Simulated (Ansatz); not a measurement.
# CH₅F₂NSn: basis-set convergence

Aim: see how fast density functionals converge with the basis set for CH₅F₂NSn.

Method: one geometry, several basis sets; program: Ansatz 0.2.0, Gaussian basis.

Levels to be run: PBE0-D4/def2-SVP; ωB97M-V/def2-SVP; PBE0-D4/def2-QZVPP; ωB97M-V/def2-QZVPP; the functionals' def2-TZVPP values are taken from earlier runs.

## 1. The geometry

The geometry comes from an earlier relaxation with PBE0-D4 in a triple-zeta def2 set; it is a stationary point, not always the lowest conformer. Sn takes the def2 core potential; no spin-orbit term is included.

SMILES `[CH3][Sn]([NH2])([F])[F]`, 10 atoms, charge 0, spin multiplicity 1.

Atoms are counted from 1 here; the program's logs count them from 0.

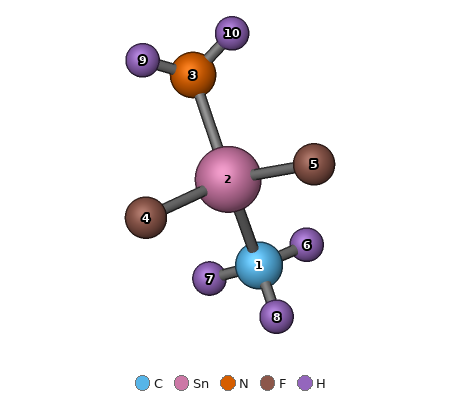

The structure; carbon blue, tin pink, nitrogen orange, fluorine brown, hydrogen purple; atoms are numbered from 1 in the order of the file.

## 2. PBE0-D4 in def2-SVP

The input, in.yaml:

```yaml
crystal:
  periodic: [false, false, false]
  atoms:
    - {symbol: C, position_ang: [-1.641418, -0.546670, -0.104247]}
    - {symbol: Sn, position_ang: [0.253690, 0.356030, -0.275905]}
    - {symbol: N, position_ang: [1.790992, -0.223977, 0.866952]}
    - {symbol: F, position_ang: [0.871706, 0.148210, -2.079614]}
    - {symbol: F, position_ang: [0.031005, 2.246048, -0.016848]}
    - {symbol: H, position_ang: [-2.012570, -0.414075, 0.910999]}
    - {symbol: H, position_ang: [-1.554754, -1.608071, -0.331871]}
    - {symbol: H, position_ang: [-2.315920, -0.067110, -0.811641]}
    - {symbol: H, position_ang: [2.608149, -0.426307, 0.302440]}
    - {symbol: H, position_ang: [2.052219, 0.484622, 1.542534]}
basis:
  gaussian: {orbitals: def2-SVP}
hamiltonian: {xc: pbe0, dispersion: d4}
output: {orbitals: {seedname: orbitals}}
```

On the command line:

```sh
$ ansatz run in.yaml --threads 4 --pin off --events-out ev --progress --plain --max-ram 10444MiB
```

Standard output:

```text
Functional definition: PBE0
  name "PBE0"
  cite "Adamo & Barone, J. Chem. Phys. 110, 6158 (1999) doi:10.1063/1.478522"
  cite "Perdew, Burke & Ernzerhof, Phys. Rev. Lett. 77, 3865 (1996) doi:10.1103/PhysRevLett.77.3865"
  parent pbe
  parameter a = 0.25
  parameter kappa = 0.804
  parameter beta = 0.06672455060314922
  exchange = (1 - a)*pbe_x(kappa = kappa, mu = beta*pi^2/3) + a*exact_x
  correlation = pbe_c(beta = beta)
1145 factors; integrals over basis functions are off by at most 1.2e-3 eV
mean field evaluation 1: about -13849.7900 eV, gradient 7.5e1 eV
mean field evaluation 2: about -13839.9418 eV, gradient 1.0e2 eV
mean field evaluation 4: about -13860.7822 eV, gradient 4.0e0 eV
mean field evaluation 8: about -13861.0019 eV, gradient 2.6e-1 eV
mean field evaluation 16: about -13861.0020 eV, gradient 1.2e-4 eV
mean field -13861.00200361 eV, -509.3824283079 hartree, gradient 2.1e-5 eV, S^2 0.000000; 0 other end points of the search recorded, 0 dependent functions left out
reference -13861.00203523 eV, -509.3824294700 hartree; 29, 29 occupied and 78, 78 virtual orbitals, 1145 factors
Total energy: -13861.16277341 eV, -509.3883364893 hartree
```

It took 0.5 s on 4 threads of AMD EPYC 9R45, shared host.

## 3. ωB97M-V in def2-SVP

in.yaml, as its differences from that of step 2:

```diff
@@ -15,3 +15,3 @@
   gaussian: {orbitals: def2-SVP}
-hamiltonian: {xc: pbe0, dispersion: d4}
+hamiltonian: {xc: {name: wB97M-V}}
 output: {orbitals: {seedname: orbitals}}
```

Same command.

Standard output, cut to the lines that bear on the results:

```text
Functional definition: wB97M-V
  name "wB97M-V"
  cite "Mardirossian & Head-Gordon, J. Chem. Phys. 144, 214110 (2016) doi:10.1063/1.4952647"
  cite "Becke, J. Chem. Phys. 107, 8554 (1997) doi:10.1063/1.475007"
  cite "Vydrov & Van Voorhis, J. Chem. Phys. 133, 244103 (2010) doi:10.1063/1.3521275"
  # Of w^i u^j: cxij and so on, Table III.
[...]
  gx(w, u) = 1 - cx + cx01*u + cx10*w
  gss(w, u) = css00 + css04*u^4 + css10*w + css20*w^2 + css43*w^4*u^3
  gos(w, u) = cos00 + cos10*w + (cos20 + cos21*u)*w^2 + (cos60 + cos61*u)*w^6
[...]
      + integral(e_c_pw_mod_opposite_spin*gos(b97_w_opposite, b97_u_opposite)) + vv10(b, c)
1145 factors; integrals over basis functions are off by at most 1.2e-3 eV
288 factors; integrals over basis functions are off by at most 6.8e-6 eV
[...]
mean field -13865.01000210 eV, -509.5297195360 hartree, gradient 7.6e-5 eV, S^2 0.000000; 0 other end points of the search recorded, 0 dependent functions left out
reference -13865.01005079 eV, -509.5297213253 hartree; 29, 29 occupied and 78, 78 virtual orbitals, 1145 factors
Total energy: -13865.01005079 eV, -509.5297213253 hartree
```

Wall time 1.6 s (4 threads of AMD EPYC 9R45, shared host).

## 4. PBE0-D4 in def2-QZVPP

in.yaml, as its differences from that of step 3:

```diff
@@ -14,4 +14,4 @@
 basis:
-  gaussian: {orbitals: def2-SVP}
-hamiltonian: {xc: {name: wB97M-V}}
+  gaussian: {orbitals: "def2-QZVPP.json"}
+hamiltonian: {xc: pbe0, dispersion: d4}
 output: {orbitals: {seedname: orbitals}}
```

The command is unchanged.

Standard output:

```text
Functional definition: PBE0
  name "PBE0"
  cite "Adamo & Barone, J. Chem. Phys. 110, 6158 (1999) doi:10.1063/1.478522"
  cite "Perdew, Burke & Ernzerhof, Phys. Rev. Lett. 77, 3865 (1996) doi:10.1103/PhysRevLett.77.3865"
  parent pbe
  parameter a = 0.25
  parameter kappa = 0.804
  parameter beta = 0.06672455060314922
  exchange = (1 - a)*pbe_x(kappa = kappa, mu = beta*pi^2/3) + a*exact_x
  correlation = pbe_c(beta = beta)
1499 factors; their error is unknown
mean field evaluation 1: about -13857.7198 eV, gradient 9.0e1 eV
mean field evaluation 2: about -13841.9636 eV, gradient 1.3e2 eV
mean field evaluation 4: about -13872.0454 eV, gradient 6.5e0 eV
mean field evaluation 8: about -13872.1392 eV, gradient 1.1e-1 eV
mean field evaluation 16: about -13872.2063 eV, gradient 6.0e-4 eV
mean field -13872.20627939 eV, -509.7941778486 hartree, gradient 2.1e-5 eV, S^2 0.000000; 0 other end points of the search recorded, 0 dependent functions left out
reference -13872.20632270 eV, -509.7941794399 hartree; 29, 29 occupied and 431, 431 virtual orbitals, 1499 factors
Total energy: -13872.36706088 eV, -509.8000864592 hartree
```

Run time: 2.7 s. Hardware: 4 threads of AMD EPYC 9R45, shared host; peak memory 1.5 GiB.

## 5. ωB97M-V in def2-QZVPP

in.yaml, as its differences from that of step 4:

```diff
@@ -15,3 +15,3 @@
   gaussian: {orbitals: "def2-QZVPP.json"}
-hamiltonian: {xc: pbe0, dispersion: d4}
+hamiltonian: {xc: {name: wB97M-V}}
 output: {orbitals: {seedname: orbitals}}
```

The command is unchanged.

Standard output, cut to the lines that bear on the results:

```text
Functional definition: wB97M-V
  name "wB97M-V"
  cite "Mardirossian & Head-Gordon, J. Chem. Phys. 144, 214110 (2016) doi:10.1063/1.4952647"
  cite "Becke, J. Chem. Phys. 107, 8554 (1997) doi:10.1063/1.475007"
  cite "Vydrov & Van Voorhis, J. Chem. Phys. 133, 244103 (2010) doi:10.1063/1.3521275"
  # Of w^i u^j: cxij and so on, Table III.
[...]
  gx(w, u) = 1 - cx + cx01*u + cx10*w
  gss(w, u) = css00 + css04*u^4 + css10*w + css20*w^2 + css43*w^4*u^3
  gos(w, u) = cos00 + cos10*w + (cos20 + cos21*u)*w^2 + (cos60 + cos61*u)*w^6
[...]
      + integral(e_c_pw_mod_opposite_spin*gos(b97_w_opposite, b97_u_opposite)) + vv10(b, c)
1482 factors; their error is unknown
346 factors; integrals over basis functions are off by at most 5.6e-6 eV
[...]
mean field -13876.49309952 eV, -509.9517155823 hartree, gradient 1.9e-5 eV, S^2 0.000000; 0 other end points of the search recorded, 0 dependent functions left out
reference -13876.49317069 eV, -509.9517181981 hartree; 29, 29 occupied and 431, 431 virtual orbitals, 1482 factors
Total energy: -13876.49317069 eV, -509.9517181981 hartree
```

Wall time 5.5 s (4 threads of AMD EPYC 9R45, shared host); peak memory 1.9 GiB.

## 6. Density functionals: the series

The def2-TZVPP values come from earlier runs at the same geometry.

```csv
functional,basis,functions,energy (eV),from the largest (eV),HOMO (eV),LUMO (eV)
PBE0-D4,def2-SVP,107,-13861.1628,11.204,-7.88,-0.63
PBE0-D4,def2-TZVPP,244,-13871.8054,0.562,-8.15,-0.96
PBE0-D4,def2-QZVPP,460,-13872.3671,0.000,-8.18,-1.11
ωB97M-V,def2-SVP,107,-13865.0101,11.483,-10.26,1.35
ωB97M-V,def2-TZVPP,244,-13875.9557,0.537,-10.55,0.89
ωB97M-V,def2-QZVPP,460,-13876.4932,0.000,-10.59,0.55
```

## 7. What came out

| quantity | value |
| --- | --- |
| PBE0-D4: double and triple zeta above quadruple | 11.20, 0.56 eV |
| ωB97M-V: double and triple zeta above quadruple | 11.48, 0.54 eV |

For PBE0-D4 the step from double to triple zeta gains 10.64 eV and the next only 0.56 eV. These are total energies; as a rule much of such shifts cancels in differences, which this series doesn't test. The LUMO of ωB97M-V is positive and keeps falling with the basis (1.35 to 0.55 eV): an unbound level that the basis holds in place.

For PBE0-D4 the largest set took about 5 times as long as the smallest (2.7 s against 0.5 s).
